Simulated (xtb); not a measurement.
# Run report: C2H5In, geometry relaxation (part 2 of 2)

Continued. System: C2H5In. Method: GFN0-xTB (xtb 6.7.1). 

Geometry of the input (Å):
```
C  -0.8038  0.3642  -0.6595
C  0.4521  0.7459  -0.3480
In 0.2371  -2.3437  0.8083
H  -1.5446  0.4227  0.1100
H  -1.0446  -0.0169  -1.6097
H  0.6230  1.1590  0.6267
H  1.2908  0.7110  -1.0669
H  0.8984  -1.0062  2.1743
```

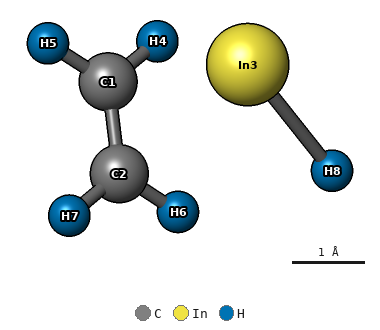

**Figure 1.** The geometry at step 3 of the log (ball-and-stick view, seen at a tilt; atoms are numbered from 1 in the order of the input).

Output, continued:
```
           -------------------------------------------------
          |               Frequency Printout                |
           -------------------------------------------------
 projected vibrational frequencies (cm⁻¹)
eigval :       -0.00    -0.00    -0.00     0.00     0.00     0.00
eigval :      -90.06    38.45    76.66   112.11   246.21   804.03
eigval :      820.26   829.24   961.41   993.69  1126.22  1340.22
eigval :     1396.20  1637.35  3081.39  3108.81  3118.16  3142.58
 reduced masses (amu)
   1:  7.93   2: 49.17   3: 93.78   4: 91.18   5: 92.41   6: 11.49   7:  2.04   8:  9.11
   9:  4.45  10: 29.19  11:  1.79  12:  1.42  13:  4.95  14:  2.12  15:  2.56  16:  1.01
  17:  5.24  18:  2.03  19:  2.16  20: 10.43  21:  1.48  22:  1.57  23:  2.02  24:  2.14
 IR intensities (km·mol⁻¹)
   1:  0.58   2:  0.26   3:  0.07   4:  0.22   5:  0.56   6:  0.90   7:  2.43   8:  0.38
   9:  0.95  10:  0.43  11:  4.61  12: 15.44  13:  0.37  14: 17.01  15: 45.86  16:  0.13
  17:  0.01  18:  0.66  19:  5.38  20:  0.44  21:  3.04  22:  0.33  23:  1.69  24:  3.38
 Raman intensities (Ä⁴*amu⁻¹)
   1:  0.00   2:  0.00   3:  0.00   4:  0.00   5:  0.00   6:  0.00   7:  0.00   8:  0.00
   9:  0.00  10:  0.00  11:  0.00  12:  0.00  13:  0.00  14:  0.00  15:  0.00  16:  0.00
  17:  0.00  18:  0.00  19:  0.00  20:  0.00  21:  0.00  22:  0.00  23:  0.00  24:  0.00
 output can be read by thermo (or use thermo option).
 writing <g98.out> molden fake output.
 recommended (thermochemical) frequency scaling factor: 1.0
           -------------------------------------------------
          |             Thermodynamic Functions             |
           -------------------------------------------------

c1  symmetry found (for desy threshold:  0.10E+00) used in thermo

          ...................................................
          :                      SETUP                      :
          :.................................................:
          :  # frequencies                          17      :
          :  # imaginary freq.                       1      :
          :  linear?                             false      :
          :  only rotor calc.                    false      :
          :  symmetry                               c1      :
          :  rotational number                       1      :
          :  scaling factor                  0.9700000      :
          :  rotor cutoff                   50.0000000 cm⁻¹ :
          :  imag. cutoff                  -20.0000000 cm⁻¹ :
          :.................................................:

    mode    ω/cm⁻¹     T·S(HO)/kcal·mol⁻¹    T·S(FR)/kcal·mol⁻¹   T·S(vib)
   ------------------------------------------------------------------------
       1     37.29    -1.60940 ( 23.63%)    -1.14262 ( 76.37%)    -1.25294
       2     74.36    -1.20288 ( 83.03%)    -0.93857 ( 16.97%)    -1.15802
       3    108.75    -0.98125 ( 95.72%)    -0.82609 (  4.28%)    -0.97461
       4    238.83    -0.54013 ( 99.81%)    -0.59319 (  0.19%)    -0.54023
   ------------------------------------------------------------------------

   temp. (K)  partition function   enthalpy   heat capacity  entropy
                                   cal/mol     cal/K/mol   cal/K/mol   J/K/mol
 298.15  VIB   79.3                 2037.948     10.185     14.159
         ROT  0.904E+05              888.752      2.981     25.660
         INT  0.717E+07             2926.701     13.166     39.819
         TR   0.167E+28             1481.254      4.968     40.784
         TOT                        4407.9546    18.1339    80.6032   337.2440

       T/K    H(0)-H(T)+PV         H(T)/Eh          T*S/Eh         G(T)/Eh
   ------------------------------------------------------------------------
    298.15    0.702452E-02    0.574813E-01    0.382972E-01    0.191841E-01
   ------------------------------------------------------------------------

         :::::::::::::::::::::::::::::::::::::::::::::::::::::
         ::                  THERMODYNAMIC                  ::
         :::::::::::::::::::::::::::::::::::::::::::::::::::::
         :: total free energy          -8.294823032598 Eh   ::
         ::.................................................::
         :: total energy               -8.314007176643 Eh   ::
         :: zero point energy           0.050456821342 Eh   ::
         :: G(RRHO) w/o ZPVE           -0.031272677297 Eh   ::
         :: G(RRHO) contrib.            0.019184144045 Eh   ::
         :::::::::::::::::::::::::::::::::::::::::::::::::::::
imag cut-off (cm-1) :    5.00
 found            1  significant imaginary frequency
 writing imag mode distorted coords to xtbhess.xyz
 for further optimization.

optimized geometry written to: xtbopt.xyz

           -------------------------------------------------
          | TOTAL ENERGY               -8.314007176643 Eh   |
          | TOTAL ENTHALPY             -8.256525832480 Eh   |
          | TOTAL FREE ENERGY          -8.294823032598 Eh   |
          | GRADIENT NORM               0.000743399639 Eh/α |
          | HOMO-LUMO GAP               4.796566341823 eV   |
           -------------------------------------------------

------------------------------------------------------------------------
------------------------------------------------------------------------
 total:
 *  cpu-time:     0 d,  0 h,  0 min,  0.075 sec
 * ratio c/w:     0.999 speedup
 SCF:
 *  cpu-time:     0 d,  0 h,  0 min,  0.001 sec
 * ratio c/w:     0.998 speedup
 analytical hessian:
 *  cpu-time:     0 d,  0 h,  0 min,  0.055 sec
 * ratio c/w:     1.000 speedup
```

File vibspectrum:
```
$vibrational spectrum
#  mode     symmetry     wave number   IR intensity    selection rules
#                         cm**(-1)      (km*mol⁻¹)        IR
     1                      -0.00         0.00000          -
     2                      -0.00         0.00000          -
     3                      -0.00         0.00000          -
     4                       0.00         0.00000          -
     5                       0.00         0.00000          -
     6                       0.00         0.00000          -
     7        a            -90.06         2.42965         YES
     8        a             38.45         0.38321         YES
     9        a             76.66         0.95017         YES
    10        a            112.11         0.42769         YES
    11        a            246.21         4.60555         YES
    12        a            804.03        15.44042         YES
    13        a            820.26         0.36830         YES
    14        a            829.24        17.00703         YES
    15        a            961.41        45.85527         YES
    16        a            993.69         0.13101         YES
    17        a           1126.22         0.00691         NO
    18        a           1340.22         0.65660         YES
    19        a           1396.20         5.37673         YES
    20        a           1637.35         0.43738         YES
    21        a           3081.39         3.04262         YES
    22        a           3108.81         0.32550         YES
    23        a           3118.16         1.69024         YES
    24        a           3142.58         3.37933         YES
$end
```

File xtbopt.xyz:
```
8
 energy: -8.309136180192 gnorm: 0.070246347385 xtb: 6.7.1
C           -0.77185424244254        0.34622197959283       -0.63616822780097
C            0.44087183561622        0.77663935047971       -0.35742611199819
In           0.17856741135780       -2.35329487592688        0.72576894423424
H           -1.58231299697882        0.41824443407454        0.08242229065968
H           -1.02487802075802       -0.06941000669438       -1.60569123855450
H            0.68143979820249        1.22048805788022        0.60160884211818
H            1.24429379274478        0.73055988843708       -1.08372875132405
H            0.94215373449544       -1.03334533320268        2.30850781168004
```

Standard error:
```
normal termination of xtb
```

Trajectory as extended XYZ (Å, eV, eV/Å), 6 frames, from step=0 to step=5:
```
8
Properties=species:S:1:pos:R:3 step=0 energy=-226.10311
C    -0.8038    0.3642   -0.6595
C     0.4521    0.7459   -0.3480
In    0.2371   -2.3437    0.8083
H    -1.5446    0.4227    0.1100
H    -1.0447   -0.0169   -1.6097
H     0.6230    1.1590    0.6267
H     1.2908    0.7110   -1.0669
H     0.8984   -1.0062    2.1743
8
Properties=species:S:1:pos:R:3 step=1 energy=-226.21504
C    -0.7806    0.3342   -0.6430
C     0.4445    0.7483   -0.3496
In    0.1979   -2.3951    0.7260
H    -1.5571    0.4415    0.1037
H    -1.0381   -0.0268   -1.6231
H     0.6432    1.1612    0.6285
H     1.2614    0.7199   -1.0662
H     0.9370   -0.9471    2.2589
8
Properties=species:S:1:pos:R:3 step=2 energy=-226.22932
C    -0.7775    0.3506   -0.6447
C     0.4404    0.7568   -0.3527
In    0.1905   -2.3620    0.7179
H    -1.5652    0.4286    0.0970
H    -1.0328   -0.0423   -1.6212
H     0.6620    1.1679    0.6254
H     1.2521    0.7117   -1.0654
H     0.9389   -0.9753    2.2790
8
Properties=species:S:1:pos:R:3 step=3 energy=-226.23354
C    -0.7716    0.3419   -0.6379
C     0.4424    0.7566   -0.3513
In    0.1840   -2.3388    0.7189
H    -1.5789    0.4264    0.0861
H    -1.0302   -0.0535   -1.6162
H     0.6773    1.1912    0.6151
H     1.2461    0.7216   -1.0736
H     0.9393   -1.0093    2.2943
8
Properties=species:S:1:pos:R:3 step=4 energy=-226.23514
C    -0.7727    0.3477   -0.6377
C     0.4408    0.7732   -0.3562
In    0.1811   -2.3457    0.7239
H    -1.5828    0.4186    0.0827
H    -1.0279   -0.0636   -1.6098
H     0.6829    1.2072    0.6079
H     1.2460    0.7254   -1.0794
H     0.9409   -1.0267    2.3039
8
Properties=species:S:1:pos:R:3 step=5 energy=-226.23566
C    -0.7719    0.3462   -0.6362
C     0.4409    0.7766   -0.3574
In    0.1786   -2.3533    0.7258
H    -1.5823    0.4182    0.0824
H    -1.0249   -0.0694   -1.6057
H     0.6814    1.2205    0.6016
H     1.2443    0.7306   -1.0837
H     0.9422   -1.0333    2.3085
```

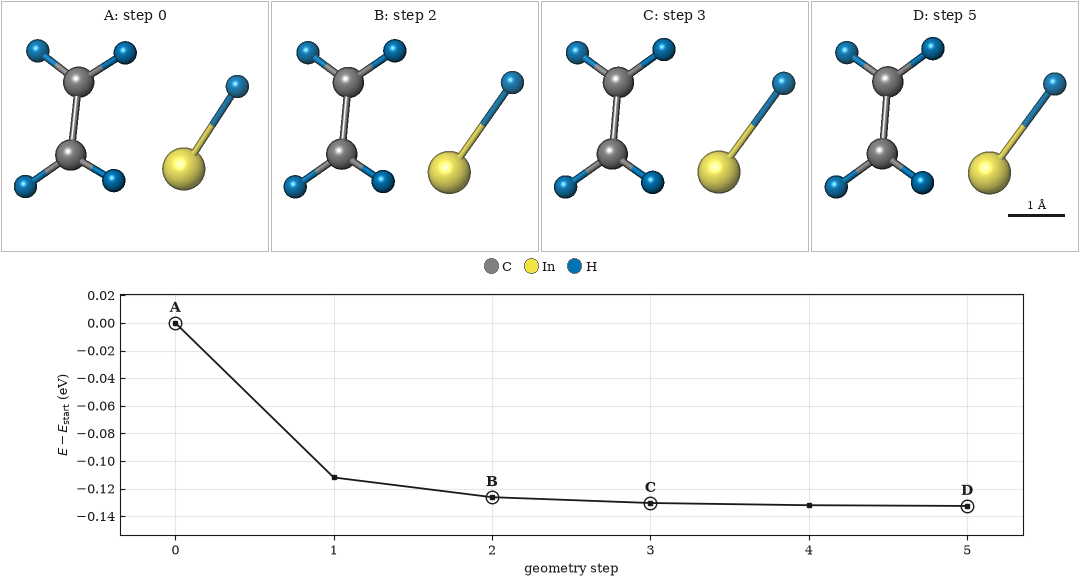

**Figure 2.** Frames of the relaxation (ball-and-stick view, seen at a tilt) above the curves, on which the letters mark them (steps are counted from 0).

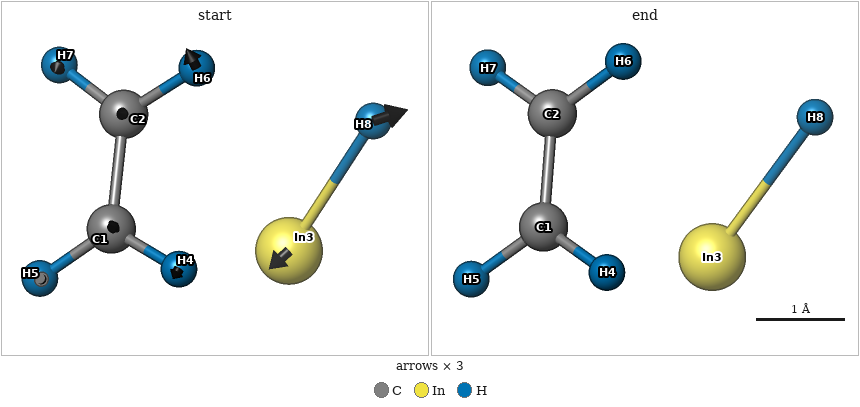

**Figure 3.** Before (left) and after (right) the relaxation, at one scale (ball-and-stick view, seen at a tilt). The black arrows give the displacements, magnified 3 times. The energy falls by 0.133 eV in 5 geometry steps. H8 moves most after the best rigid fit: 0.14 Å. By element the largest moves are H 0.14 Å, In 0.11 Å, C 0.04 Å. Among the contacts that change: In3–H8 2.023 → 2.198 Å, C1–H5 1.052 → 1.085 Å, C1–C2 1.349 → 1.317 Å, C2–H7 1.105 → 1.084 Å. Among the angles that change: H4–C1–H5 120.7° → 116.3°, C1–C2–H6 117.9° → 121.7°, H6–C2–H7 118.8° → 116.5°. (Atoms are counted from 1 in the order of the input.)

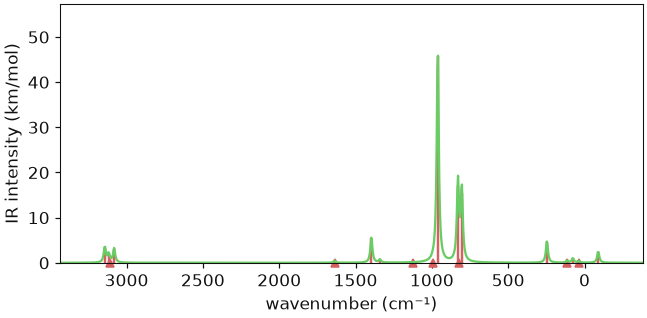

**Figure 4.** Harmonic infrared spectrum, unscaled: sticks (degenerate modes added up, dark ones marked on the axis) with a Lorentzian envelope of 16 cm⁻¹ full width, scaled to the tallest stick; imaginary modes are drawn at negative wavenumbers. 18 modes from 90i to 3143 cm⁻¹, 1 imaginary beyond 8i (90i cm⁻¹): not a clean minimum; so soft a mode can be a shallow saddle, an incomplete relaxation or noise of the force constants. The strongest line is at 961 cm⁻¹ (46 km/mol).

Summary:

- outcome: converged
- electrons treated: 16
- total energy: −8.309136 hartree
- dispersion energy: −0.001743 hartree
- basis functions: 28
- HOMO: −11.93 eV
- LUMO: −7.13 eV
- zero-point energy: 0.050457 hartree
- dipole moment: 7.06 D
- wavenumbers, lowest and highest: 90i and 3143 cm⁻¹
- hardware: 1 thread of Intel Xeon (Granite Rapids), 128 GiB of memory available, shared host
- peak memory: 0.071 GiB

Notes:

Settings chosen away from the usual ones: method = gfn0-xtb; task = bhess; x = {"frequency_scale": 0.97}; geo = {"prev": 1, "rattle": 0.03}; partner = rattled; opt_level = lax.
